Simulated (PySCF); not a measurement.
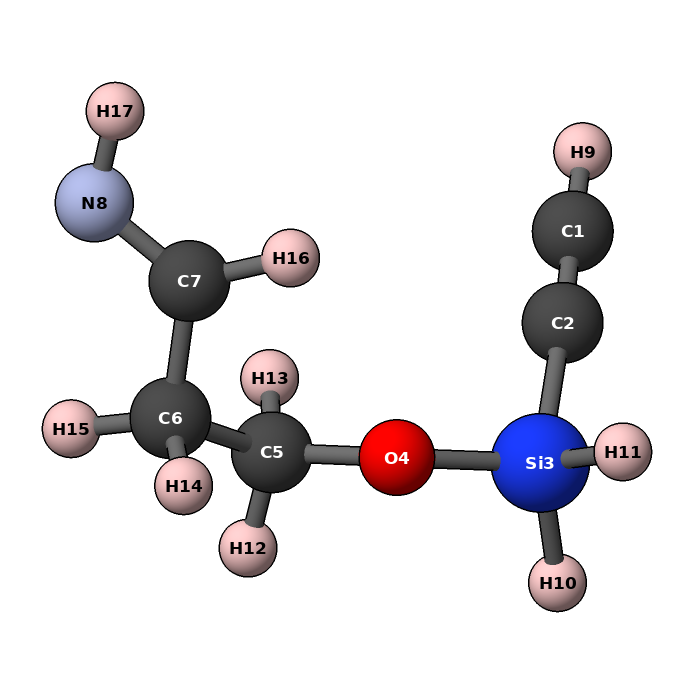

The geometry was computed by an optimisation with GFN2-xTB. No frequency run is at hand to confirm it as a minimum. Method: GIAO PBE0/pcSseg-1 NMR shielding, non-relativistic, gas phase (PySCF 2.14.0). Principal shieldings σ11 ≤ σ22 ≤ σ33, span Ω = σ33 − σ11, skew κ = 3(σiso − σ22)/Ω.

Give the shielding tensors of the Si atoms.

```
atom    σ11    σ22    σ33   σiso      Ω     κ
 Si3  354.1  380.4  464.9  399.8  110.8  0.52
```

Shieldings and span in ppm.

The geometry is semi-empirical. Around Si such bond lengths and angles can be off by a tenth of an ångström or more and by several degrees, and values that hang on the shape move with them.
